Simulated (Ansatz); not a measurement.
Mg2Sn: pressure series

Take Mg$_{2}$Sn (space group Fm-3m, No. 225; a = 6.8162 Å) as the base.

Cell and atoms are relaxed at each pressure.

Level of theory: Ansatz (a first-principles code), PBE, PAW, cutoff 420 eV, no SOC.

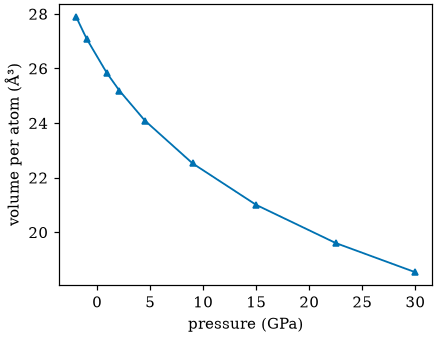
*Volume against pressure*

Estimate the zero-pressure bulk modulus from the plot.

About 41 GPa; a third-order Birch–Murnaghan fit to the points gives V₀ = 26.40 Å³/atom, B₀ = 41 GPa and B₀′ = 4.1.

Load acts through the strain it causes; cell and atoms are relaxed under it. Whether these cells are dynamically stable was not tested. Competing high-pressure phases were not computed.
